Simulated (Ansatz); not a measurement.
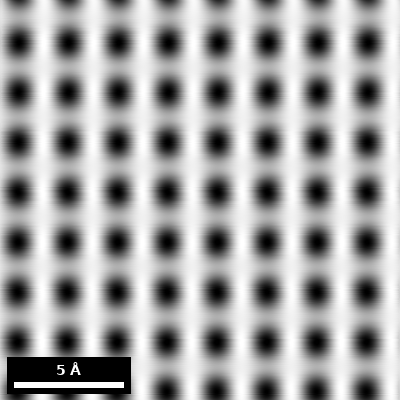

Phase-contrast TEM-like image of Ga (Cmce, No. 64) along [010]. Simulated in the weak-phase-object approximation with neutral-atom potentials: 80 kV, Cs = 20 µm, defocus −110 Å (negative is underfocus), defocus spread 8 Å, aperture 0.78 1/Å. A slight drift was added. Structure: the geometry relaxed at fixed volume with DFT PBE, spin-orbit coupling, plane waves, PAW in Ansatz 0.2.0.

### Do the atom columns appear dark or bright, and why?

Dark. With positive Cs and underfocus sin χ is negative over the pass band, so the strongest columns (Ga) come out darker than the background.

### What point resolution do these settings give, and which lattice spacings pass?

About 1.3 Å (0.66 |Cs|^(1/4) λ^(3/4) with λ = 0.0418 Å). The spacings that carry visible contrast are {002} at 2.29 Å, {200} at 2.29 Å, {202} at 1.62 Å. Columns 0.76 Å apart are closer than that and merge.
